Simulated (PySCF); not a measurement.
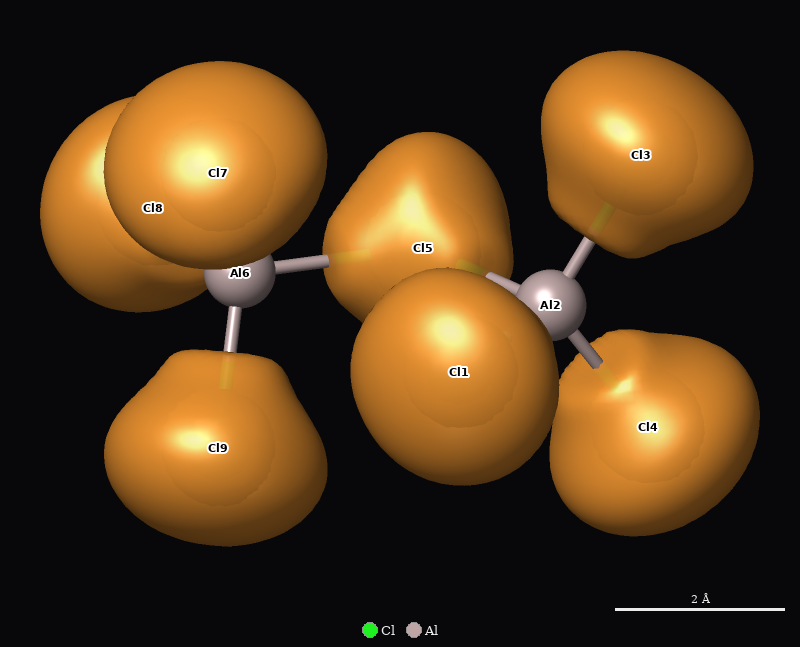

The picture shows: Al$_{2}$Cl$_{7}$ (SMILES [Cl][Al-]([Cl])([Cl])[Cl+][Al-]([Cl])([Cl])[Cl]) (charge −1). Isosurface of the electron localisation function at 0.75 (orange), seen at a tilt. Core shells and regions of very low density are left out.

Geometry: PBE0-D3(BJ)/def2-SVP.

All numbers below come from PBE0/pcSseg-1, SCF density, gas phase, non-relativistic in PySCF.

```
atom    x (Å)    y (Å)    z (Å)
  Cl   0.0652   2.3513  -0.9082
  Al  -1.5779   1.0486  -0.6134
  Cl  -2.7341   1.4608   1.1240
  Cl  -2.7596   0.7427  -2.3568
  Cl  -0.7392  -1.0482  -0.1921
  Al   1.5603  -1.0894  -0.1304
  Cl   2.1509   0.2071   1.4410
  Cl   1.8895  -3.1518   0.3074
  Cl   2.2027  -0.5385  -2.0738
```

Question: Identify the bonds, lone pairs and shells in this picture.

Answer: The ELF exceeds this value in seven regions on Cl in which the atom's valence shell and bonds are merged.

Values along the shortest contacts:
Al–Cl (2.12 Å): the ELF peaks at about 0.90 in the valence shell of Cl, 0.9 Å from its nucleus, and is about 0.85 at the midpoint. Al–Cl (2.30 Å): the ELF peaks at about 0.90 in the valence shell of Cl, 0.9 Å from its nucleus, and is about 0.85 at the midpoint.
